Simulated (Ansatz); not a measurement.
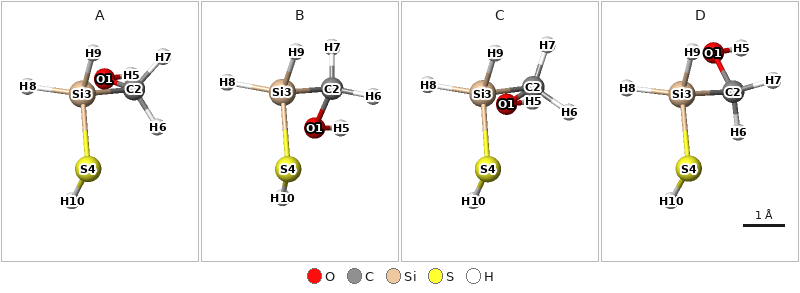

4 geometries from a converged minimum-energy path of CH₆OSSi, shuffled. Style: ball-and-stick. Shown from a free direction.

Computed with RKS PBE-D4/6-31G* in Ansatz. Set-up: 7 movable images; climbing image; force threshold 0.05 eV/Å; iteration limit 53; starting path through a guess of the saddle point.

Which frame is the top of the path?

Answer. A. In order along the path, whose images run from 0 to 8: B (image 1, +0.22 kcal/mol), C (image 3, +1.62 kcal/mol), A (image 5, +2.57 kcal/mol), D (image 7, +1.43 kcal/mol). The motion is a rotation about the C2–Si3 bond by about 125°, with a turn of about 30° about Si3–S4. No bond forms or breaks between the ends. Bond angles that change up to the highest image, for instance: C2–Si3–S4 107.3° → 112.5°, S4–Si3–H9 107.5° → 102.8°.

Cost: 2.4 min on 1 thread of Arm Neoverse V2 (shared host), peak memory 0.12 GiB.
